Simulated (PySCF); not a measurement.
```
atom    x (Å)    y (Å)    z (Å)
   C  -2.5067  -1.2748   0.0558
   C  -2.1794   0.2111   0.0989
   C  -0.7101   0.5193   0.1151
   C   0.3099  -0.3417   0.0468
  Si   2.0985   0.2621   0.1009
   C   3.0550  -1.4100  -0.0490
   F   2.6443  -2.2902   0.9402
   C  -0.3255   1.9287   0.2195
   O   0.8341   2.2999   0.2491
   O  -1.3325   2.7985   0.2824
   H  -2.0758  -1.7881   0.9121
   H  -2.1228  -1.7287  -0.8548
   H  -3.5847  -1.4146   0.0794
   H  -2.6239   0.7121  -0.7664
   H  -2.6324   0.6628   0.9861
   H   0.1085  -1.3996  -0.0211
   H   2.4805   0.7847   1.4096
   H   2.5205   0.9974  -1.0912
   H   4.1309  -1.2861   0.0846
   H   2.8902  -1.9292  -0.9965
   H  -0.9874   3.7032   0.3526
```

Geometry: GFN2-xTB.

Method: PySCF 2.14.0, PBE0/pcSseg-1, SCF density, gas phase, non-relativistic.

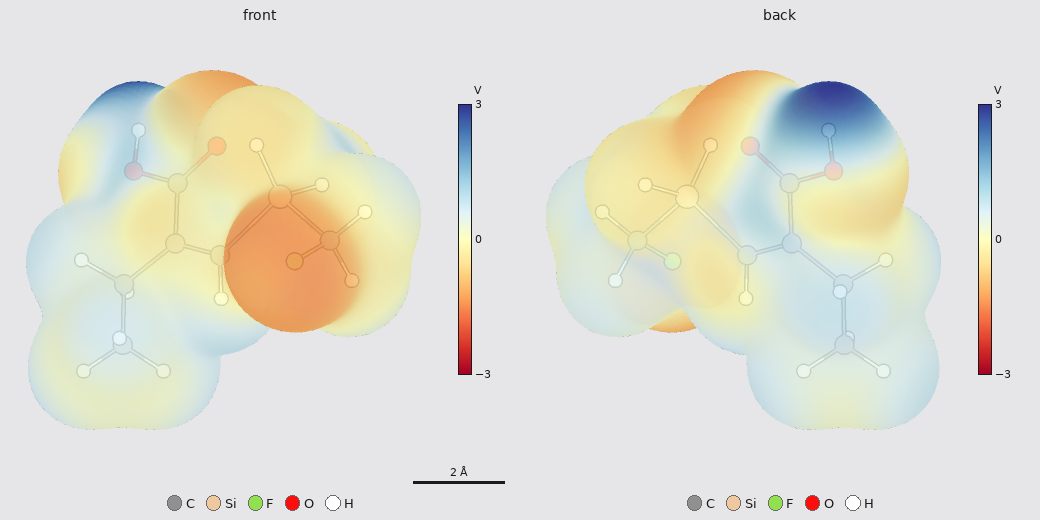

C6H11FO2Si. The molecular electrostatic potential painted on the density surface at 0.002 e/bohr³, seen from the front and from behind; the colour scale runs from red (negative) to blue (positive).

### Describe the electrostatic potential map.

The most negative region (about −1.4 V) lies over F7, the most positive (about +2.9 V) over H21.

### How polar is the molecule by this calculation?

Its dipole moment is 3.39 D.
